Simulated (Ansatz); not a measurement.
# Pt: energy and stress against strain

This session takes Pt and sets out to strain the cell along the Voigt pattern (1, 0, 0, 0, 0, 0).

Program: Ansatz 0.2.0. Level of theory: DFT PBEsol, scalar-relativistic, plane waves, PAW. These are calculated values, not measurements.

### 1 The starting structure

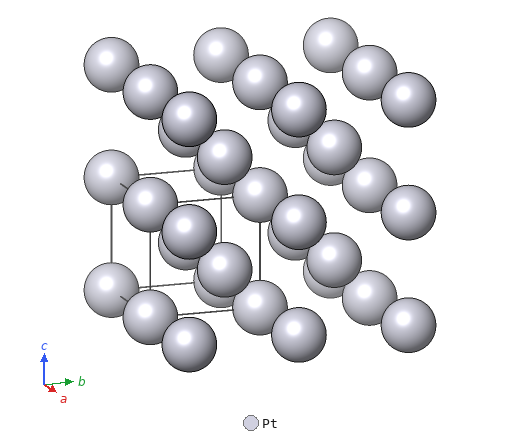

The starting structure, seen slightly off an axis (platinum light grey). 2×2×2 cells are drawn. Atoms on the faces are drawn again on the opposite ones. The cell drawn here is the conventional one.

Structure file:

```cif
data_structure
_symmetry_space_group_name_H-M 'Im-3m'
_symmetry_Int_Tables_number 229
_cell_length_a 3.1684
_cell_length_b 3.1684
_cell_length_c 3.1684
_cell_angle_alpha 90.000
_cell_angle_beta 90.000
_cell_angle_gamma 90.000
_cell_volume 31.81
loop_
_atom_site_label
_atom_site_type_symbol
_atom_site_symmetry_multiplicity
_atom_site_Wyckoff_symbol
_atom_site_fract_x
_atom_site_fract_y
_atom_site_fract_z
_atom_site_occupancy
Pt1 Pt 2 a 0.00000 0.00000 0.00000 1
```

It goes back to an entry of the Materials Project, which need not be the stable form.

No relaxation comes first: the listed cell is the starting point.

### 2 Zero of energy

The reference gives a free energy of -12383.6869 eV, pressure -10.93 GPa, largest force 0.000 eV/Å and gap on the mesh none (metal). It was computed beforehand with the settings of the runs below.

### 3 Setting up energy and stress against strain

The cell is strained by ε times the Voigt pattern (1, 0, 0, 0, 0, 0) (xx, yy, zz, yz, xz, xy; engineering shear), with fractional coordinates fixed (clamped ions). The stress on the pattern is the sum of the stress components weighted by it, tension positive.

### 4 Point ε = -0.0200

Input file input.yaml:

```yaml
crystal:
  lattice:
    - [-1.5525356, 1.58422, 1.58422]
    - [1.5525356, -1.58422, 1.58422]
    - [1.5525356, 1.58422, -1.58422]
  atoms:
    - { symbol: Pt, position: [0.0, 0.0, 0.0] }
basis:
  ecutwfc: 420
kpoints:
  mp_grid: { grid: [22, 22, 22] }
hamiltonian:
  xc: pbesol
scf:
  occupations: { method: gaussian, width: 0.15 }
output:
  forces: true
  stress: true
  eigenvalues: true
```

The run is started by

```sh
> ansatz run input.yaml --threads 1 --pin off --max-ram 2560MiB --backend cpu --events-out ev --progress --plain --runs-dir out
```

What it wrote, cut to the lines that bear on the results:

```text
Warning: RAYON_NUM_THREADS=1 ignored (pool sized by the plan → 1); use --threads N
[...]
Pseudopotentials: kind: paw
Pseudopotential: Pt, paw, valence charge 18, recommended cutoff 420 eV (normal), Pt.paw.azcp
Functional definition: PBEsol
[...]
Crystal: 1 atoms, lattice volume = 15.586 Å³
Basis set: ecut = 420 eV, 321 PW (Γ), exchange–correlation on 40×40×40 points (8 copies of the dense FFT grid, shifted against one another)
Bands: 13, of which v1, the nominal top of the filled ones, is band 9 counted from 1 (8 counted from 0)
Symmetry: 16 space group operations
Space group: I4/mmm (ITA 139), of the structure as read, at distance tolerance 2.5e-5 Å
k-points: 834 of 10648
[...]
SCF iter   1: F=—  HF=-12383.706080 eV  |F-HF|=—  |Δ(HF+E_count)|=         —  Δρ=5.28e-3  dr2=2.87e-3  ethr=1.77e-3  ⟨swp⟩=5.0  Hψ=58176  notcnv=0
[...]
SCF iter   6: F=-12383.705528 eV  HF=-12383.705528 eV  |F-HF|=1.46e-11  |Δ(HF+E_count)|=   1.24e-8  Δρ=1.44e-6  dr2=1.07e-10  ethr=7.00e-11  ⟨swp⟩=1.8  Hψ=33353  notcnv=0
[...]
SCF converged after 6 iterations
Free energy (F): -12383.705528 eV
[...]
E sigma→0 (E₀):  -12383.699106 eV
Entropy (-TS):   -0.012843 eV (-12.843 meV/atom)
Fermi energy:    21.992015 eV
[...]
--- Forces (eV/Å), atoms counted from 1 ---
  atom   1  Pt     0.00000000    -0.00000000    -0.00000000
[...]
--- Stress (GPa, compression-positive) ---
       -7.806248       0.000000       0.000000
        0.000000      -5.610242       0.000000
        0.000000       0.000000      -5.610242
  P = ⅓ Tr σ = -6.3422 GPa (-63.422 kbar)
--- Band table (eV; the first three rows and the last of 834) ---
  k-point 0: bands = ["-76.1576", "-30.1310", "-30.1231", "-30.1231", "12.2951", "18.3243", "18.5008", "18.5008", "20.8842", "21.1173", "38.8892", "38.8892", "39.2867"]
[...]
```

Run time: 18 s. Hardware: 1 thread of Intel Xeon at 2.50GHz (Skylake/Cascade Lake), shared host; peak memory 0.45 GiB.

### 5 Point ε = 0.0150

Input file input.yaml:

```yaml
crystal:
  lattice:
    - [-1.6079833, 1.58422, 1.58422]
    - [1.6079833, -1.58422, 1.58422]
    - [1.6079833, 1.58422, -1.58422]
  atoms:
    - { symbol: Pt, position: [0.0, 0.0, 0.0] }
basis:
  ecutwfc: 420
kpoints:
  mp_grid: { grid: [22, 22, 22] }
hamiltonian:
  xc: pbesol
scf:
  occupations: { method: gaussian, width: 0.15 }
output:
  forces: true
  stress: true
  eigenvalues: true
  write_density: true
  write_potential: true
  elf: true
  volumetric_format: npy
```

The run is started by

```sh
> ansatz run input.yaml --threads 1 --pin off --max-ram 2560MiB --backend cpu --events-out ev --progress --plain --runs-dir out
```

What it wrote, cut to the lines that bear on the results:

```text
Warning: RAYON_NUM_THREADS=1 ignored (pool sized by the plan → 1); use --threads N
[...]
[... 3 set-up lines as earlier in the session ...]
[...]
Crystal: 1 atoms, lattice volume = 16.143 Å³
Basis set: ecut = 420 eV, 321 PW (Γ), exchange–correlation on 40×40×40 points (8 copies of the dense FFT grid, shifted against one another)
Bands: 13, of which v1, the nominal top of the filled ones, is band 9 counted from 1 (8 counted from 0)
[... 2 set-up lines as earlier in the session ...]
k-points: 834 of 10648
[...]
SCF iter   1: F=—  HF=-12383.669549 eV  |F-HF|=—  |Δ(HF+E_count)|=         —  Δρ=5.15e-3  dr2=2.98e-3  ethr=1.77e-3  ⟨swp⟩=4.9  Hψ=57638  notcnv=0
[...]
SCF iter   6: F=-12383.668977 eV  HF=-12383.668977 eV  |F-HF|=9.28e-11  |Δ(HF+E_count)|=   4.34e-9  Δρ=1.56e-6  dr2=1.92e-10  ethr=5.84e-11  ⟨swp⟩=4.3  Hψ=52257  notcnv=0
[...]
SCF converged after 6 iterations
Free energy (F): -12383.668977 eV
[...]
E sigma→0 (E₀):  -12383.662235 eV
Entropy (-TS):   -0.013484 eV (-13.484 meV/atom)
Fermi energy:    20.977770 eV
[...]
--- Forces (eV/Å), atoms counted from 1 ---
  atom   1  Pt    -0.00000000     0.00000000    -0.00000000
[...]
--- Stress (GPa, compression-positive) ---
      -13.105163       0.000000       0.000000
        0.000000     -14.466678      -0.000000
        0.000000      -0.000000     -14.466678
  P = ⅓ Tr σ = -14.0128 GPa (-140.128 kbar)
--- Band table (eV; the first three rows and the last of 834) ---
  k-point 0: bands = ["-77.0719", "-31.0598", "-31.0598", "-31.0555", "11.6368", "17.5719", "17.5719", "17.6925", "19.9682", "20.1233", "37.8211", "38.0974", "38.0974"]
[...]
```

Wall time 27 s (1 thread of Intel Xeon at 2.50GHz (Skylake/Cascade Lake), shared host); peak memory 0.46 GiB.

The maps below are laid out on this run's own conventional cell (a, b, c = 3.168, 3.168, 3.216 Å).

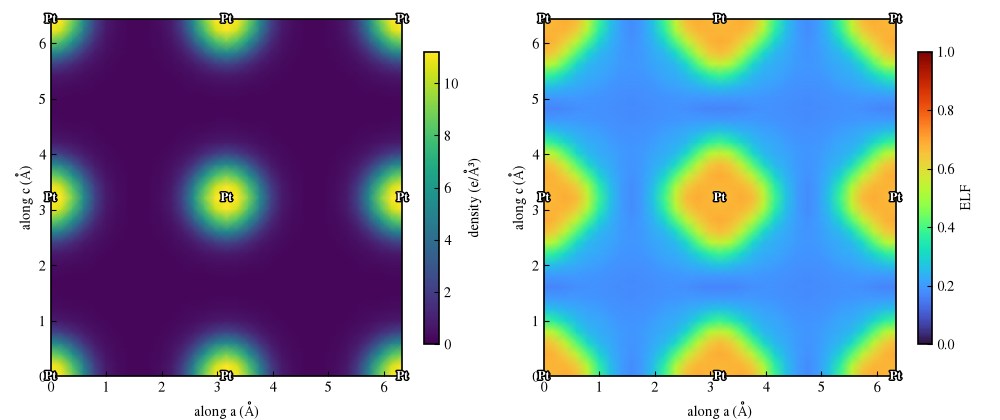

Density (left) and ELF (right) in a lattice plane of the grid's cell (edges 3.17 and 3.22 Å, at 0.000 of the third edge), which holds Pt. Only atoms in the plane are labelled. Both are smooth fields of the valence electrons: close to the nuclei they are not physical.

### 6 ε = -0.0100

Input file input.yaml:

```yaml
crystal:
  lattice:
    - [-1.5683778, 1.58422, 1.58422]
    - [1.5683778, -1.58422, 1.58422]
    - [1.5683778, 1.58422, -1.58422]
  atoms:
    - { symbol: Pt, position: [0.0, 0.0, 0.0] }
basis:
  ecutwfc: 420
kpoints:
  mp_grid: { grid: [22, 22, 22] }
hamiltonian:
  xc: pbesol
scf:
  occupations: { method: gaussian, width: 0.15 }
output:
  forces: true
  stress: true
  eigenvalues: true
```

The run is started by

```sh
> ansatz run input.yaml --threads 1 --pin off --max-ram 2560MiB --backend cpu --events-out ev --progress --plain --runs-dir out
```

What it wrote, cut to the lines that bear on the results:

```text
[...]
SCF converged after 6 iterations
Free energy (F): -12383.696979 eV
[...]
E sigma→0 (E₀):  -12383.690453 eV
Entropy (-TS):   -0.013051 eV (-13.051 meV/atom)
Fermi energy:    21.693329 eV
[...]
--- Forces (eV/Å), atoms counted from 1 ---
  atom   1  Pt     0.00000000     0.00000000    -0.00000000
[...]
--- Stress (GPa, compression-positive) ---
       -9.402811       0.000000      -0.000000
        0.000000      -8.357990       0.000000
       -0.000000       0.000000      -8.357990
  P = ⅓ Tr σ = -8.7063 GPa (-87.063 kbar)
--- Band table (eV; the first three rows and the last of 834) ---
  k-point 0: bands = ["-76.4249", "-30.4010", "-30.3974", "-30.3974", "12.1020", "18.1401", "18.2260", "18.2260", "20.6680", "20.7807", "38.6581", "38.6581", "38.8526"]
[...]
```

Run time: 19 s. Hardware: 1 thread of Intel Xeon at 2.50GHz (Skylake/Cascade Lake), shared host; peak memory 0.45 GiB.

### 7 Point ε = 0.0050

input.yaml, as its differences from that of step 6:

```diff
@@ -2,5 +2,5 @@
   lattice:
-    - [-1.5683778, 1.58422, 1.58422]
-    - [1.5683778, -1.58422, 1.58422]
-    - [1.5683778, 1.58422, -1.58422]
+    - [-1.5921411, 1.58422, 1.58422]
+    - [1.5921411, -1.58422, 1.58422]
+    - [1.5921411, 1.58422, -1.58422]
   atoms:
```

The run is started by

```sh
> ansatz run input.yaml --threads 1 --pin off --max-ram 2560MiB --backend cpu --events-out ev --progress --plain --runs-dir out
```

What it wrote, cut to the lines that bear on the results:

```text
Warning: RAYON_NUM_THREADS=1 ignored (pool sized by the plan → 1); use --threads N
[...]
[... 3 set-up lines as earlier in the session ...]
[...]
Crystal: 1 atoms, lattice volume = 15.984 Å³
Basis set: ecut = 420 eV, 321 PW (Γ), exchange–correlation on 40×40×40 points (8 copies of the dense FFT grid, shifted against one another)
Bands: 13, of which v1, the nominal top of the filled ones, is band 9 counted from 1 (8 counted from 0)
[... 2 set-up lines as earlier in the session ...]
k-points: 834 of 10648
[...]
SCF iter   1: F=—  HF=-12383.681843 eV  |F-HF|=—  |Δ(HF+E_count)|=         —  Δρ=5.14e-3  dr2=2.91e-3  ethr=1.77e-3  ⟨swp⟩=5.0  Hψ=57809  notcnv=0
[...]
SCF iter   6: F=-12383.681275 eV  HF=-12383.681275 eV  |F-HF|=5.09e-11  |Δ(HF+E_count)|=   3.26e-9  Δρ=1.22e-6  dr2=1.08e-10  ethr=6.54e-11  ⟨swp⟩=1.3  Hψ=32880  notcnv=0
[...]
SCF converged after 6 iterations
Free energy (F): -12383.681275 eV
[...]
E sigma→0 (E₀):  -12383.674620 eV
Entropy (-TS):   -0.013310 eV (-13.310 meV/atom)
Fermi energy:    21.258896 eV
[...]
--- Forces (eV/Å), atoms counted from 1 ---
  atom   1  Pt    -0.00000000     0.00000000     0.00000000
[...]
--- Stress (GPa, compression-positive) ---
      -11.667387       0.000000       0.000000
        0.000000     -12.148954      -0.000000
       -0.000000       0.000000     -12.148954
  P = ⅓ Tr σ = -11.9884 GPa (-119.884 kbar)
--- Band table (eV; the first three rows and the last of 834) ---
  k-point 0: bands = ["-76.8166", "-30.7987", "-30.7987", "-30.7971", "11.8200", "17.8281", "17.8281", "17.8694", "20.2883", "20.3418", "38.2247", "38.3189", "38.3189"]
[...]
```

Run time: 18 s. Hardware: 1 thread of Intel Xeon at 2.50GHz (Skylake/Cascade Lake), shared host; peak memory 0.46 GiB.

### 8 Point ε = 0.0200

input.yaml, as its differences from that of step 7:

```diff
@@ -2,5 +2,5 @@
   lattice:
-    - [-1.5921411, 1.58422, 1.58422]
-    - [1.5921411, -1.58422, 1.58422]
-    - [1.5921411, 1.58422, -1.58422]
+    - [-1.6159044, 1.58422, 1.58422]
+    - [1.6159044, -1.58422, 1.58422]
+    - [1.6159044, 1.58422, -1.58422]
   atoms:
```

The run is started by

```sh
> ansatz run input.yaml --threads 1 --pin off --max-ram 2560MiB --backend cpu --events-out ev --progress --plain --runs-dir out
```

What it wrote, cut to the lines that bear on the results:

```text
[...]
SCF converged after 6 iterations
Free energy (F): -12383.662298 eV
[...]
E sigma→0 (E₀):  -12383.655521 eV
Entropy (-TS):   -0.013553 eV (-13.553 meV/atom)
Fermi energy:    20.839635 eV
[...]
--- Forces (eV/Å), atoms counted from 1 ---
  atom   1  Pt    -0.00000000    -0.00000000     0.00000000
[...]
--- Stress (GPa, compression-positive) ---
      -13.811013       0.000000       0.000000
        0.000000     -15.563370      -0.000000
       -0.000000      -0.000000     -15.563370
  P = ⅓ Tr σ = -14.9793 GPa (-149.793 kbar)
--- Band table (eV; the first three rows and the last of 834) ---
  k-point 0: bands = ["-77.1978", "-31.1884", "-31.1884", "-31.1830", "11.5467", "17.4464", "17.4464", "17.6051", "19.8106", "20.0137", "37.6235", "37.9880", "37.9880"]
[...]
```

Wall time 18 s (1 thread of Intel Xeon at 2.50GHz (Skylake/Cascade Lake), shared host); peak memory 0.46 GiB.

### 9 Point ε = -0.0150

input.yaml, as its differences from that of step 8:

```diff
@@ -2,5 +2,5 @@
   lattice:
-    - [-1.6159044, 1.58422, 1.58422]
-    - [1.6159044, -1.58422, 1.58422]
-    - [1.6159044, 1.58422, -1.58422]
+    - [-1.5604567, 1.58422, 1.58422]
+    - [1.5604567, -1.58422, 1.58422]
+    - [1.5604567, 1.58422, -1.58422]
   atoms:
```

The run is started by

```sh
> ansatz run input.yaml --threads 1 --pin off --max-ram 2560MiB --backend cpu --events-out ev --progress --plain --runs-dir out
```

What it wrote, cut to the lines that bear on the results:

```text
[...]
SCF converged after 6 iterations
Free energy (F): -12383.701452 eV
[...]
E sigma→0 (E₀):  -12383.694974 eV
Entropy (-TS):   -0.012956 eV (-12.956 meV/atom)
Fermi energy:    21.841756 eV
[...]
--- Forces (eV/Å), atoms counted from 1 ---
  atom   1  Pt     0.00000000    -0.00000000    -0.00000000
[...]
--- Stress (GPa, compression-positive) ---
       -8.615944       0.000000       0.000000
        0.000000      -7.006005      -0.000000
        0.000000      -0.000000      -7.006005
  P = ⅓ Tr σ = -7.5427 GPa (-75.427 kbar)
--- Band table (eV; the first three rows and the last of 834) ---
  k-point 0: bands = ["-76.2918", "-30.2666", "-30.2609", "-30.2609", "12.1981", "18.2318", "18.3624", "18.3624", "20.7763", "20.9481", "38.7731", "38.7731", "39.0681"]
[...]
```

Wall time 18 s (1 thread of Intel Xeon at 2.50GHz (Skylake/Cascade Lake), shared host); peak memory 0.46 GiB.

### 10 Point ε = 0.0100

input.yaml, as its differences from that of step 9:

```diff
@@ -2,5 +2,5 @@
   lattice:
-    - [-1.5604567, 1.58422, 1.58422]
-    - [1.5604567, -1.58422, 1.58422]
-    - [1.5604567, 1.58422, -1.58422]
+    - [-1.6000622, 1.58422, 1.58422]
+    - [1.6000622, -1.58422, 1.58422]
+    - [1.6000622, 1.58422, -1.58422]
   atoms:
```

The run is started by

```sh
> ansatz run input.yaml --threads 1 --pin off --max-ram 2560MiB --backend cpu --events-out ev --progress --plain --runs-dir out
```

What it wrote, cut to the lines that bear on the results:

```text
Warning: RAYON_NUM_THREADS=1 ignored (pool sized by the plan → 1); use --threads N
[...]
[... 3 set-up lines as earlier in the session ...]
[...]
Crystal: 1 atoms, lattice volume = 16.063 Å³
Basis set: ecut = 420 eV, 321 PW (Γ), exchange–correlation on 40×40×40 points (8 copies of the dense FFT grid, shifted against one another)
Bands: 13, of which v1, the nominal top of the filled ones, is band 9 counted from 1 (8 counted from 0)
[... 2 set-up lines as earlier in the session ...]
k-points: 834 of 10648
[...]
SCF iter   1: F=—  HF=-12383.675864 eV  |F-HF|=—  |Δ(HF+E_count)|=         —  Δρ=5.15e-3  dr2=2.96e-3  ethr=1.77e-3  ⟨swp⟩=4.9  Hψ=57741  notcnv=0
[...]
SCF iter   6: F=-12383.675305 eV  HF=-12383.675305 eV  |F-HF|=8.00e-11  |Δ(HF+E_count)|=   3.06e-9  Δρ=1.39e-6  dr2=1.45e-10  ethr=5.70e-11  ⟨swp⟩=1.3  Hψ=32834  notcnv=0
[...]
SCF converged after 6 iterations
Free energy (F): -12383.675305 eV
[...]
E sigma→0 (E₀):  -12383.668604 eV
Entropy (-TS):   -0.013401 eV (-13.401 meV/atom)
Fermi energy:    21.117512 eV
[...]
--- Forces (eV/Å), atoms counted from 1 ---
  atom   1  Pt     0.00000000    -0.00000000     0.00000000
[...]
--- Stress (GPa, compression-positive) ---
      -12.392042       0.000000       0.000000
        0.000000     -13.328516       0.000000
        0.000000      -0.000000     -13.328516
  P = ⅓ Tr σ = -13.0164 GPa (-130.164 kbar)
--- Band table (eV; the first three rows and the last of 834) ---
  k-point 0: bands = ["-76.9448", "-30.9299", "-30.9299", "-30.9269", "11.7279", "17.6991", "17.6991", "17.7806", "20.1275", "20.2326", "38.0215", "38.2077", "38.2077"]
[...]
```

It took 18 s on 1 thread of Intel Xeon at 2.50GHz (Skylake/Cascade Lake), shared host; peak memory 0.46 GiB.

### 11 At ε = -0.0050

input.yaml, as its differences from that of step 10:

```diff
@@ -2,5 +2,5 @@
   lattice:
-    - [-1.6000622, 1.58422, 1.58422]
-    - [1.6000622, -1.58422, 1.58422]
-    - [1.6000622, 1.58422, -1.58422]
+    - [-1.5762989, 1.58422, 1.58422]
+    - [1.5762989, -1.58422, 1.58422]
+    - [1.5762989, 1.58422, -1.58422]
   atoms:
```

The run is started by

```sh
> ansatz run input.yaml --threads 1 --pin off --max-ram 2560MiB --backend cpu --events-out ev --progress --plain --runs-dir out
```

What it wrote, cut to the lines that bear on the results:

```text
[...]
SCF converged after 6 iterations
Free energy (F): -12383.692121 eV
[...]
E sigma→0 (E₀):  -12383.685554 eV
Entropy (-TS):   -0.013134 eV (-13.134 meV/atom)
Fermi energy:    21.546739 eV
[...]
--- Forces (eV/Å), atoms counted from 1 ---
  atom   1  Pt     0.00000000    -0.00000000     0.00000000
[...]
--- Stress (GPa, compression-positive) ---
      -10.173258       0.000000       0.000000
        0.000000      -9.665298      -0.000000
        0.000000       0.000000      -9.665298
  P = ⅓ Tr σ = -9.8346 GPa (-98.346 kbar)
--- Band table (eV; the first three rows and the last of 834) ---
  k-point 0: bands = ["-76.5566", "-30.5342", "-30.5325", "-30.5325", "12.0070", "18.0491", "18.0915", "18.0915", "20.5595", "20.6149", "38.5440", "38.5440", "38.6403"]
[...]
```

Run time: 17 s. Hardware: 1 thread of Intel Xeon at 2.50GHz (Skylake/Cascade Lake), shared host; peak memory 0.45 GiB.

### 12 At ε = 0.0175

input.yaml, as its differences from that of step 11:

```diff
@@ -2,5 +2,5 @@
   lattice:
-    - [-1.5762989, 1.58422, 1.58422]
-    - [1.5762989, -1.58422, 1.58422]
-    - [1.5762989, 1.58422, -1.58422]
+    - [-1.61194385, 1.58422, 1.58422]
+    - [1.61194385, -1.58422, 1.58422]
+    - [1.61194385, 1.58422, -1.58422]
   atoms:
```

The run is started by

```sh
> ansatz run input.yaml --threads 1 --pin off --max-ram 2560MiB --backend cpu --events-out ev --progress --plain --runs-dir out
```

What it wrote, cut to the lines that bear on the results:

```text
Warning: RAYON_NUM_THREADS=1 ignored (pool sized by the plan → 1); use --threads N
[...]
[... 3 set-up lines as earlier in the session ...]
[...]
Crystal: 1 atoms, lattice volume = 16.182 Å³
Basis set: ecut = 420 eV, 321 PW (Γ), exchange–correlation on 40×40×40 points (8 copies of the dense FFT grid, shifted against one another)
Bands: 13, of which v1, the nominal top of the filled ones, is band 9 counted from 1 (8 counted from 0)
[... 2 set-up lines as earlier in the session ...]
k-points: 834 of 10648
[...]
SCF iter   1: F=—  HF=-12383.666238 eV  |F-HF|=—  |Δ(HF+E_count)|=         —  Δρ=5.17e-3  dr2=3.02e-3  ethr=1.77e-3  ⟨swp⟩=4.9  Hψ=57505  notcnv=0
[...]
SCF iter   6: F=-12383.665681 eV  HF=-12383.665681 eV  |F-HF|=8.00e-11  |Δ(HF+E_count)|=   4.64e-9  Δρ=1.44e-6  dr2=1.50e-10  ethr=5.09e-11  ⟨swp⟩=1.3  Hψ=32817  notcnv=0
[...]
SCF converged after 6 iterations
Free energy (F): -12383.665681 eV
[...]
E sigma→0 (E₀):  -12383.658921 eV
Entropy (-TS):   -0.013520 eV (-13.520 meV/atom)
Fermi energy:    20.908503 eV
[...]
--- Forces (eV/Å), atoms counted from 1 ---
  atom   1  Pt     0.00000000     0.00000000    -0.00000000
[...]
--- Stress (GPa, compression-positive) ---
      -13.458719       0.000000      -0.000000
        0.000000     -15.020197       0.000000
        0.000000       0.000000     -15.020197
  P = ⅓ Tr σ = -14.4997 GPa (-144.997 kbar)
--- Band table (eV; the first three rows and the last of 834) ---
  k-point 0: bands = ["-77.1350", "-31.1243", "-31.1243", "-31.1194", "11.5916", "17.5089", "17.5089", "17.6488", "19.8892", "20.0685", "37.7220", "38.0426", "38.0426"]
[...]
```

It took 17 s on 1 thread of Intel Xeon at 2.50GHz (Skylake/Cascade Lake), shared host; peak memory 0.46 GiB.

### 13 All points together

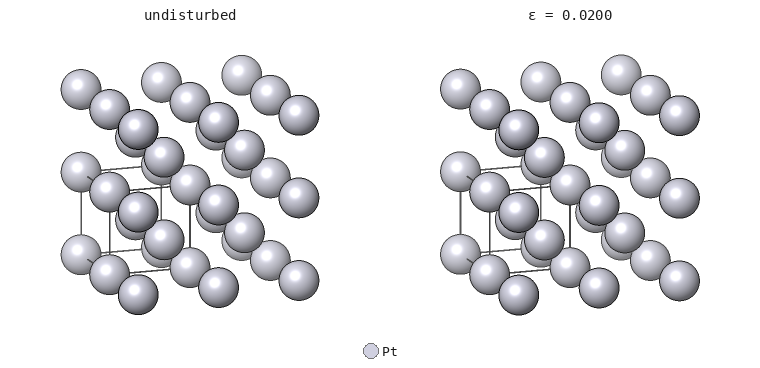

The undisturbed cell and the costliest point of the scan, at one scale, with neighbouring cells.

The scan, with free energies counted from the undisturbed cell:

```tsv
ε	ΔE (meV/atom)	stress on the pattern (GPa)	pressure (GPa)
-0.0200	-18.6	7.81	-6.3
-0.0150	-14.6	8.62	-7.5
-0.0100	-10.1	9.40	-8.7
-0.0050	-5.2	10.17	-9.8
0.0000	0.0	10.93	-10.9
0.0050	5.6	11.67	-12.0
0.0100	11.6	12.39	-13.0
0.0150	17.9	13.11	-14.0
0.0175	21.2	13.46	-14.5
0.0200	24.6	13.81	-15.0
```

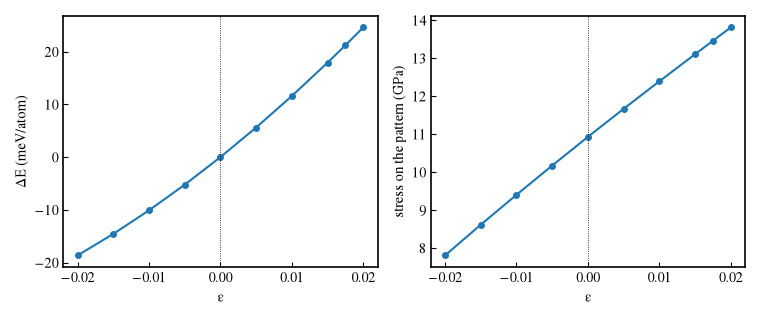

ΔE and stress on the pattern along the scan.

### 14 Outcome

```
                                  quantity    value
slope of the stress at ε = 0, over ±0.0050  149 GPa
```

**Reading.** The slope of the stress at zero strain, 149 GPa, estimates C11 with clamped ions in this Cartesian frame. The reference stands under -10.9 GPa, so this is no zero-stress constant. The energy drops below the reference, by 18.6 meV/atom at ε = -0.0200; the cell was taken as given and not relaxed at this level. Spin-orbit coupling is left out for Pt.
